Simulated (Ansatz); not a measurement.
Frozen-phonon scan for ZrB2 (AlB2 type, space group P6/mmm)

Relaxed ZrB2 (AlB2 type, space group P6/mmm):

```
CELL_PARAMETERS angstrom
      3.16770     0.00000     0.00000
     -1.58385     2.74331     0.00000
      0.00000     0.00000     3.55026
ATOMIC_POSITIONS crystal
  Zr 0.00000 0.00000 0.00000
  B  0.33333 0.66667 0.50000
  B  0.66667 0.33333 0.50000
```

A phonon eigenvector at Γ is frozen into this cell: atom i moves by Q times the vector below, so Q is the largest atomic displacement, in Å. The cell is held.

```csv
atom,x,y,z
Zr1,0.000,0.000,-0.237
B2,0.000,0.000,1.000
B3,0.000,0.000,1.000
```

Level of theory: r2SCAN (plane waves to 500 eV, PAW, scalar-relativistic; Ansatz, an electronic-structure program). k mesh 17×17×13 (Γ-centred), Fermi-Dirac smearing 0.05 eV. E stands for the smeared free energy. Stress and pressure are positive under compression. With partly filled bands, energies and forces of such displacements shift with the k mesh and the smearing. ZrB2 is run without spin polarisation. ZrB2 was relaxed with its symmetry unable to fall. ΔE is measured from the undisplaced structure.

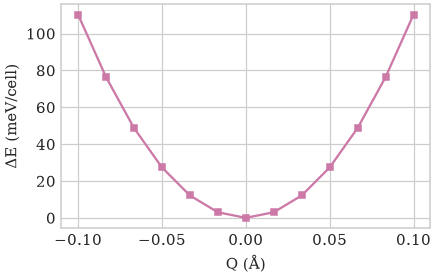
Figure. ΔE (meV/cell) against Q (Å); one marker a computed point.

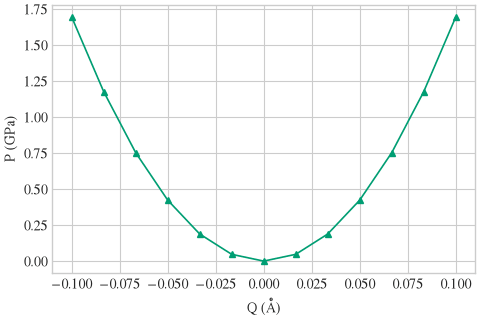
Fig. 1. P (GPa) against Q (Å); markers are the computed points, lines only join them.

The energy at Q = 0.100 Å comes out as 110 meV/cell. Wavenumber by perturbation theory (DFPT, on another k mesh): 471 cm⁻¹. Harmonic wavenumber from the curvature (finite differences): 471 cm⁻¹. Space group of the distorted cell: P6mm (No. 183), lowered from P6/mmm. Shape of the curve: a single well with its minimum at or next to zero displacement.

E″ = 21.83 eV/Å², M = Σ mᵢ|uᵢ|² = 26.7 u, ν̃ = 521.5·√(|E″|/M).

(A displaced cell: forces are minus the slopes of the energy, force constants its curvatures, and phonons follow from these.)
